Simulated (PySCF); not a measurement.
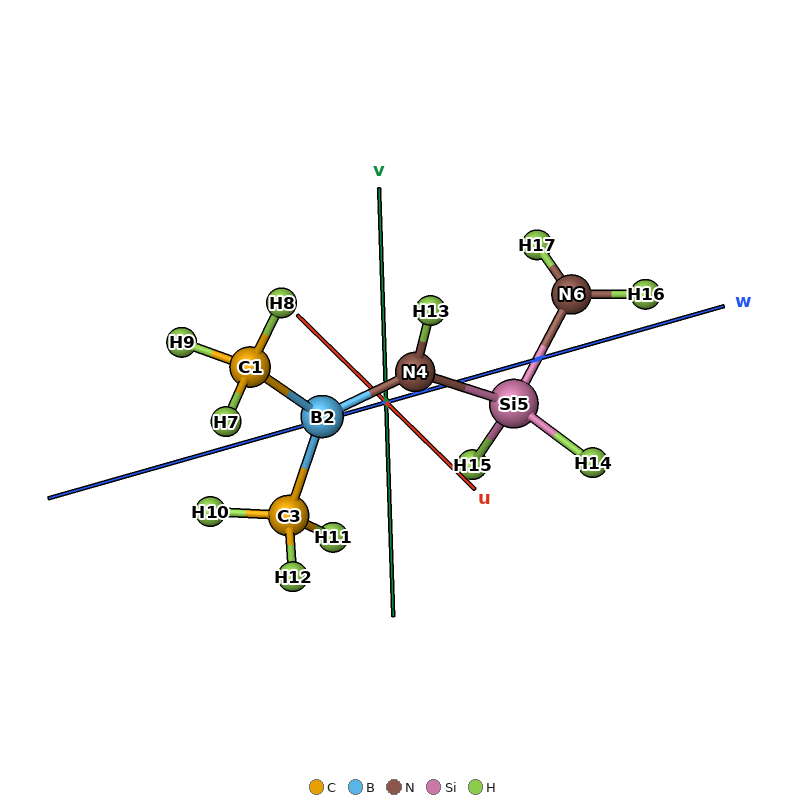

The lines u, v and w are the principal axes of the static dipole polarisability. Computed geometry: PBE0-D3(BJ)/def2-SVP optimisation. No frequency run is at hand to confirm it as a minimum. Method: PBE0/aug-cc-pVDZ (PySCF 2.14.0).

Along which axis is the molecule most polarisable, and along which least?

Most along w (close to the long direction C1···N6), least along u.

Give the three principal values.

u 70.2, v 83.6, w 102.4 bohr³; mean 85.4, anisotropy 28.0 bohr³.
